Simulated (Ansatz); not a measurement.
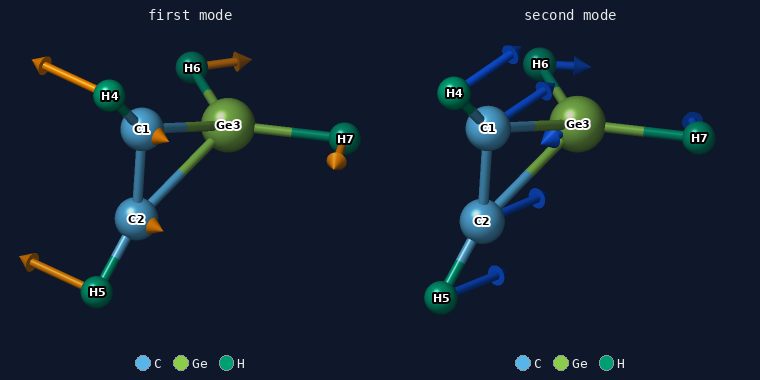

The system is C2H4Ge, SMILES [CH]1=[CH][GeH2]1; the picture shows the reference structure; its two panels give the patterns of the first and the second mode as arrows. Coordinates scanned: (1) normal mode 4 (636 cm⁻¹); (2) normal mode 5 (640 cm⁻¹). Nothing is relaxed (straight displacements along the two mass-weighted modes). The scan uses a 9 × 9 grid; 45 points were computed and 36 follow by symmetry. Points are written as (first, second). Energies: kcal/mol, counted from the relaxed molecule at the same level. The restricted reference is unstable at some or all points, so the energies there are unreliable. All numbers below come from RHF-MP2, frozen core/def2-TZVP in Ansatz.

Its coordinates:

```yaml
atoms:
  - { symbol: C, position_ang: [-0.8277, -0.5594, -0.2662] }
  - { symbol: C, position_ang: [0.0710, 0.0605, -1.0297] }
  - { symbol: Ge, position_ang: [0.4795, 0.3161, 0.8212] }
  - { symbol: H, position_ang: [-1.7163, -1.1617, -0.4079] }
  - { symbol: H, position_ang: [0.2598, 0.2015, -2.0865] }
  - { symbol: H, position_ang: [0.1437, 1.6354, 1.4972] }
  - { symbol: H, position_ang: [1.5900, -0.4925, 1.4718] }
```

Range: normal mode 4 (636 cm⁻¹) from −0.823 to 0.823 amu½·Å; normal mode 5 (640 cm⁻¹) from −1.153 to 1.153 amu½·Å.

Q: What landscape does the calculation give?

A: The lowest grid point is at (0.000 amu½·Å, 0.000 amu½·Å), 0.0 kcal/mol from the relaxed molecule at the same level. It is the only kind of minimum in the scanned range. The highest grid point, (−0.823 amu½·Å, 1.153 amu½·Å), lies 53.4 kcal/mol above the lowest.

| normal mode 5 (640 cm⁻¹) ↓, normal mode 4 (636 cm⁻¹) → | −0.823 | −0.618 | −0.412 | −0.206 | 0.000 | 0.206 | 0.412 | 0.618 | 0.823 |
| --- | --- | --- | --- | --- | --- | --- | --- | --- | --- |
| 1.153 | 53.4 | 42.9 | 36.7 | 33.9 | 33.1 | 33.9 | 36.7 | 42.9 | 53.4 |
| 0.865 | 37.2 | 26.7 | 20.6 | 17.8 | 17.0 | 17.8 | 20.6 | 26.7 | 37.2 |
| 0.577 | 26.9 | 16.5 | 10.5 | 7.7 | 6.9 | 7.7 | 10.5 | 16.5 | 26.9 |
| 0.288 | 21.4 | 11.1 | 5.2 | 2.4 | 1.6 | 2.4 | 5.2 | 11.1 | 21.4 |
| 0.000 | 19.6 | 9.5 | 3.6 | 0.8 | 0.0 | 0.8 | 3.6 | 9.5 | 19.6 |
| −0.288 | 20.8 | 10.7 | 4.9 | 2.1 | 1.3 | 2.1 | 4.9 | 10.7 | 20.8 |
| −0.577 | 24.3 | 14.3 | 8.4 | 5.6 | 4.9 | 5.6 | 8.4 | 14.3 | 24.3 |
| −0.865 | 29.5 | 19.5 | 13.6 | 10.8 | 10.1 | 10.8 | 13.6 | 19.5 | 29.5 |
| −1.153 | 35.9 | 25.9 | 20.1 | 17.3 | 16.5 | 17.3 | 20.1 | 25.9 | 35.9 |

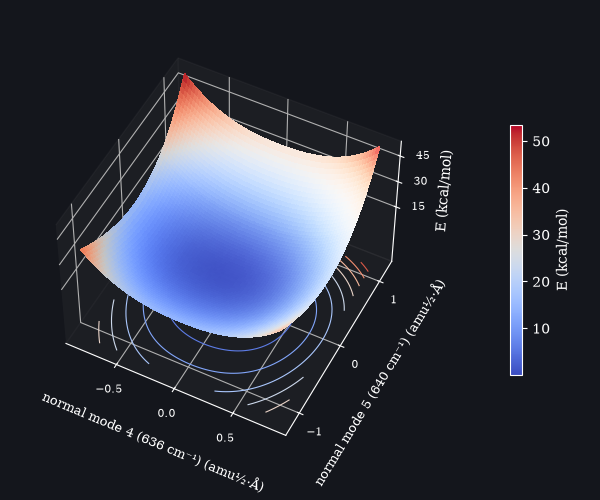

In the figure: a relief with its contours projected below. Between grid points the surface is interpolated.

Each point was launched as `ansatz run input.yaml --threads 1 --pin off --max-ram 2560MiB --backend cpu --events-out ev --progress --plain --runs-dir out`. Time for the 45 points that were run: 7 min on 1 thread of Intel(R) Xeon(R) Platinum 8375C CPU @ 2.90GHz (Ice Lake) (shared host).
